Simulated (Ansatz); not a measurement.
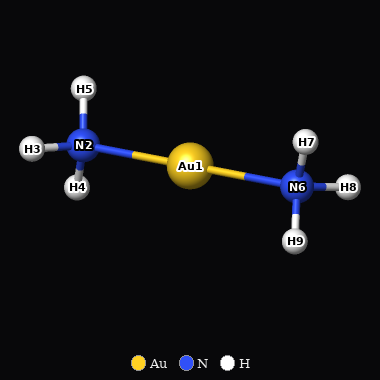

The system is [Au(NH3)2]+, charge +1; the picture shows the reference structure. The first coordinate is: angle N2–Au1–N6 (carried through 180); the second: change of the bonds Au1–N2, Au1–N6, all alike. Nothing is relaxed (all other coordinates rigid). The grid has 11 × 11 points. Points are written as (first, second). All energies are given in kJ/mol relative to the lowest grid point. These are results of Ansatz, RKS BHLYP-D4/def2-TZVP, not measurements.

Its coordinates:

```yaml
atoms:
  - { symbol: Au, position_ang: [0.0000, 0.0000, 0.0000] }
  - { symbol: N, position_ang: [-0.0034, -0.0148, 2.0727] }
  - { symbol: H, position_ang: [-0.4130, 0.8276, 2.4474] }
  - { symbol: H, position_ang: [0.9323, -0.0858, 2.4431] }
  - { symbol: H, position_ang: [-0.5314, -0.7941, 2.4357] }
  - { symbol: N, position_ang: [0.0034, 0.0148, -2.0727] }
  - { symbol: H, position_ang: [-0.9348, 0.0166, -2.4436] }
  - { symbol: H, position_ang: [0.4742, -0.7951, -2.4471] }
  - { symbol: H, position_ang: [0.4727, 0.8309, -2.4355] }
```

Range: angle N2–Au1–N6 (carried through 180) from 140 to 220°; change of the bonds Au1–N2, Au1–N6, all alike from −0.228 to 0.352 Å.

What landscape does the calculation give?

Answer. The lowest grid point is at (180°, 0.004 Å). No other kind of well shows on this grid. The highest grid point, (140°, −0.228 Å), lies 233 kJ/mol above the lowest. Round the minimum the two coordinates are nearly uncoupled.

```
second ↓, first →  140  148  156  164  172  180  188  196  204  212  220
            0.352  115  106   99   93   89   88   89   93   99  106  115
            0.294  100   90   80   73   69   68   69   73   80   90  100
            0.236   87   74   63   55   50   48   50   55   63   74   87
            0.178   76   61   48   39   32   30   32   39   48   61   76
            0.120   69   51   36   25   18   15   18   25   36   51   69
            0.062   67   46   29   16    7    5    7   16   29   46   67
            0.004   72   49   28   13    3    0    3   13   28   49   72
           −0.054   87   60   37   19    8    4    8   19   37   60   87
           −0.112  116   85   59   38   25   21   25   38   59   85  116
           −0.170  163  127   97   74   59   54   59   74   97  127  163
           −0.228  233  193  158  132  115  110  115  132  158  193  233
```

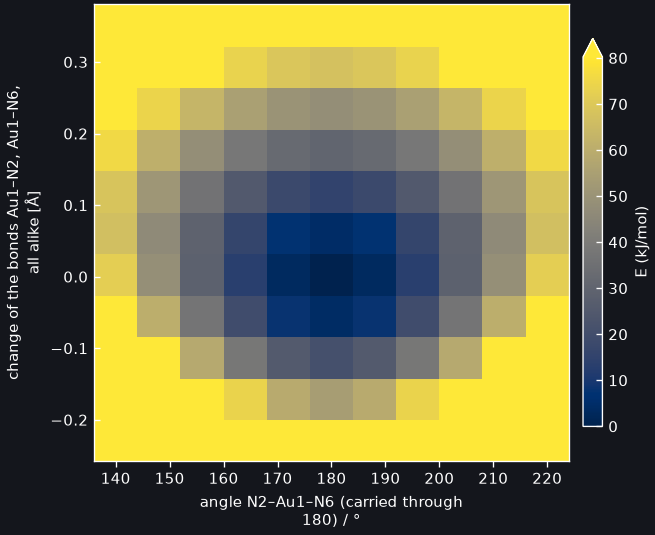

Drawn: one coloured cell a grid point, one colour for all values above the top of the scale.

Each point was launched as `ansatz run input.yaml --threads 1 --pin off --max-ram 2560MiB --backend cpu --events-out ev --progress --plain --runs-dir out`. Time for the 121 points that were run: 13 min on 1 thread of Intel(R) Xeon(R) Processor @ 2.70GHz, on a shared host.
